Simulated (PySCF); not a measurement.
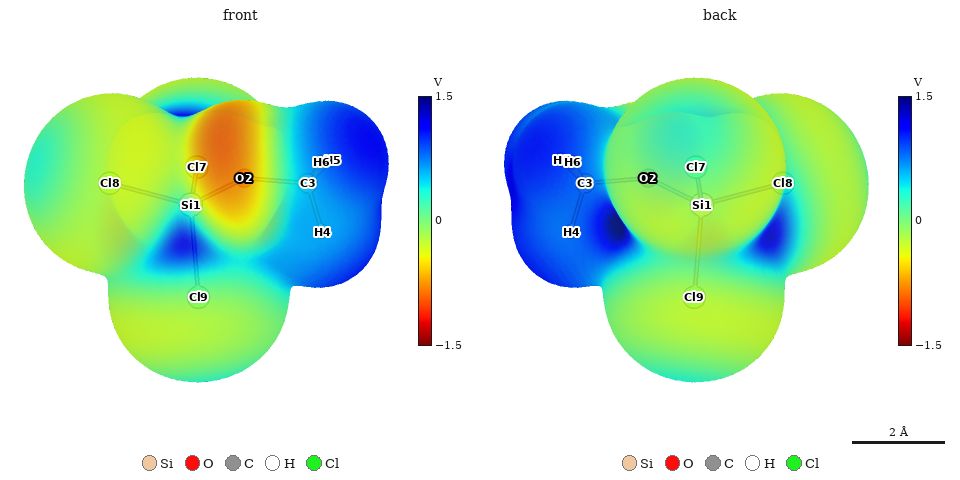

Figure. CH3Cl3OSi (Si(OMe)Cl3). The molecular electrostatic potential painted on the density surface at 0.002 e/bohr³, seen from the front and from behind; the colour scale runs from red (negative) to blue (positive).

Geometry: PBE0-D3(BJ)/def2-SVP.

Method: PySCF 2.14.0, PBE0/pcSseg-1, SCF density, gas phase, non-relativistic.

```xyz
9

Si   -0.3298    0.6593   -1.0337
O    -0.2834    0.4372    0.5782
C     0.3290   -0.6418    1.2456
H    -0.1438   -1.5992    0.9698
H     0.2085   -0.4860    2.3261
H     1.4053   -0.6960    1.0119
Cl    1.5642    0.7900   -1.7938
Cl   -1.3501    2.3765   -1.3813
Cl   -1.2673   -0.9095   -1.9486
```

Q: Where is the surface potential most negative and most positive?

A: The most negative region (about −0.9 V) lies over O2, the most positive (about +1.3 V) over Si1 and C3. Cl7 shows a σ-hole: about +0.3 V at the tip opposite its bond, against about −0.1 V on its flanks. Cl8 shows a σ-hole: about +0.3 V at the tip opposite its bond, against about −0.2 V on its flanks. Cl9 shows a σ-hole: about +0.3 V at the tip opposite its bond, against about −0.1 V on its flanks.

Q: What dipole moment does the calculation give?

A: Its dipole moment is 2.15 D.
